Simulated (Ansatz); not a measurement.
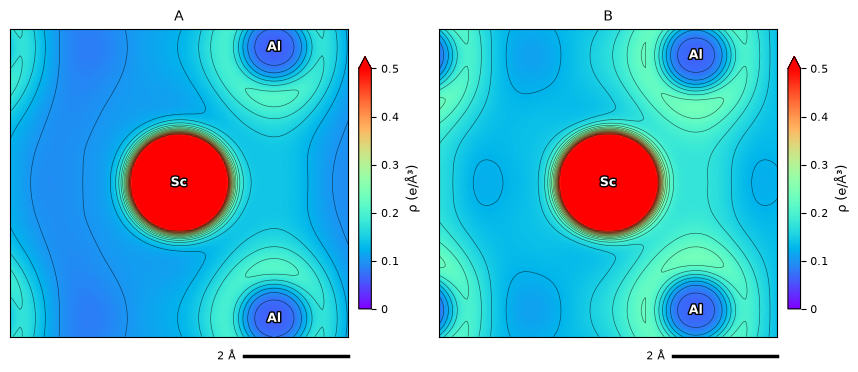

Sc5Al. The valence electron density of two cells that differ in size and shape, on the (010) plane of each (indices in the axes of the calculation cell), at one length scale and on one colour scale; one has 20.1 and the other 25.1 Å³ an atom.

Space group P-62m; a structure generated by program, which may or may not match a known phase.

All numbers below come from DFT PBE, scalar-relativistic, plane waves, PAW in Ansatz.

The density is the valence pseudo-density of a PAW calculation; it isn't the true density close to the nuclei.

The larger cell:

```
CELL_PARAMETERS angstrom
5.78619 0.00000 0.00000
-2.89309 5.01098 0.00000
0.00000 0.00000 5.20212
ATOMIC_POSITIONS crystal
Sc 0.00000 0.68527 0.00000
Sc 0.68527 0.00000 0.00000
Sc 0.31473 0.31473 0.00000
Sc 0.33333 0.66667 0.50000
Sc 0.66667 0.33333 0.50000
Al 0.00000 0.00000 0.50000
```

The smaller cell: a = 5.338 Å, b = 5.338 Å, c = 4.890 Å, α = 90.00°, β = 90.00°, γ = 120.00°.

Which is the denser cell? Describe the effect of the change.

Answer. Panel B is the smaller cell, by 20 % in volume. From the larger cell to the smaller, Sc–Al goes from 3.18 to 2.97 Å, and the density at its midpoint from 0.14 to 0.18 e/Å³; the pressure goes from −4.8 to 9 GPa.
